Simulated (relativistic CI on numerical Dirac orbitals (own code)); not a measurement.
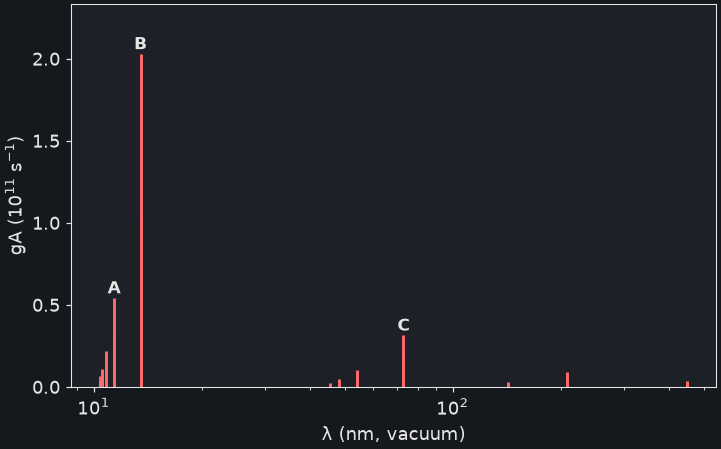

The stronger electric dipole lines (weighted rates gA) for Li III (Li²⁺). A: 3p ²P°₃/₂ → 1s ²S₁/₂, 11.39 nm, gA = 5.4×10¹⁰ s⁻¹; B: 2p ²P°₃/₂ → 1s ²S₁/₂, 13.50 nm, gA = 2.0×10¹¹ s⁻¹; C: 3d ²D₅/₂ → 2p ²P°₃/₂, 72.90 nm, gA = 3.1×10¹⁰ s⁻¹. The strongest, B, lies in the extreme ultraviolet region.

## Run report: Li²⁺, relativistic CI calculation

- system: Li²⁺.
- method: Dirac-Coulomb-Breit CI, KLI orbitals optimised for each configuration, model QED (radiative potential, 1s self-energy scaled to tabulated hydrogen-like ionisation energies) (relativistic CI on numerical Dirac orbitals, in-house)

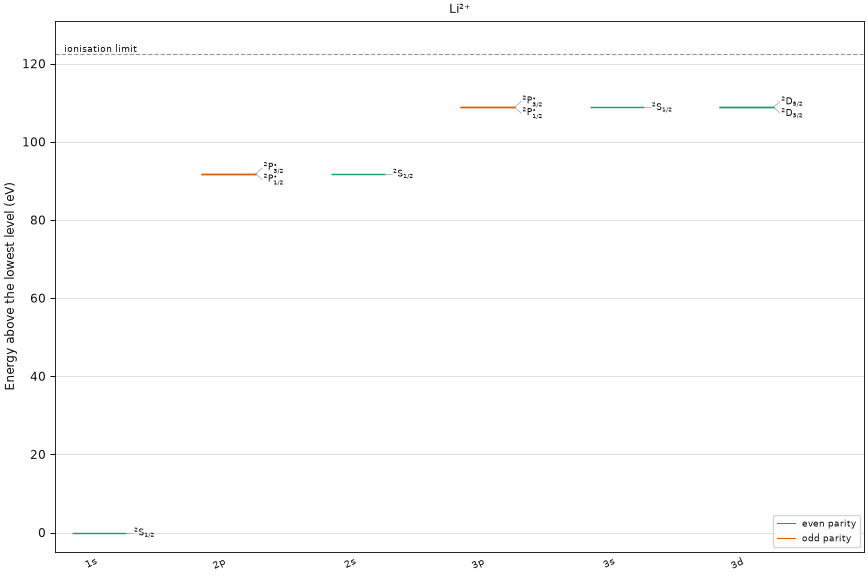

Level diagram of Li²⁺. The lowest level is 1s ²S₁/₂. The first excited level, 2p ²P°₁/₂, lies at 91.8 eV. It is also the lowest level of opposite parity. The levels are well described in LS and in jj coupling alike (mean leading weight 100 % in LS and 100 % in jj).

| Configuration | Level | E (eV) | LS purity (%) |
| --- | --- | --- | --- |
| 1s | ²S₁/₂ | 0 | 100 |
| 2p | ²P°₁/₂ | 91.84 | 100 |
| 2s | ²S₁/₂ | 91.84 | 100 |
| 2p | ²P°₃/₂ | 91.84 | 100 |
| 3p | ²P°₁/₂ | 108.8 | 100 |
| 3s | ²S₁/₂ | 108.8 | 100 |
| 3d | ²D₃/₂ | 108.8 | 100 |
| 3p | ²P°₃/₂ | 108.8 | 100 |
| 3d | ²D₅/₂ | 108.8 | 100 |

These pictures come from the run below.

Input:
```
atom Li  Z=3  charge=2  electrons=1
nucleus A=7  rms_radius_fm=2.4440
hamiltonian dirac-coulomb  breit=on  qed=on  c_scale=1
orbitals kli  potential=per-configuration
slater_scale 1
correlation none
mixing on
configurations
  1s
  2s
  2p
  3s
  3p
  3d
  4s
  4p
  4d
  4f
  5s
  5p
  5d
  5f
  5g
  6s
  6p
  6d
end
```

The program writes its results to a structured record and prints no log; tables and figures of this report are taken from that record.

Summary:

```
           quantity                      value
            outcome                  converged
       lowest level                   1s ²S₁/₂
first excited level    2p ²P°₁/₂, 740,734 cm⁻¹
  ionisation energy                 122.454 eV
    levels computed                         30
     SCF iterations                         18
           hardware  1 CPU thread, shared host
```

Remarks:

To bear in mind: only a limited list of configurations is included, so lower levels can be missing.
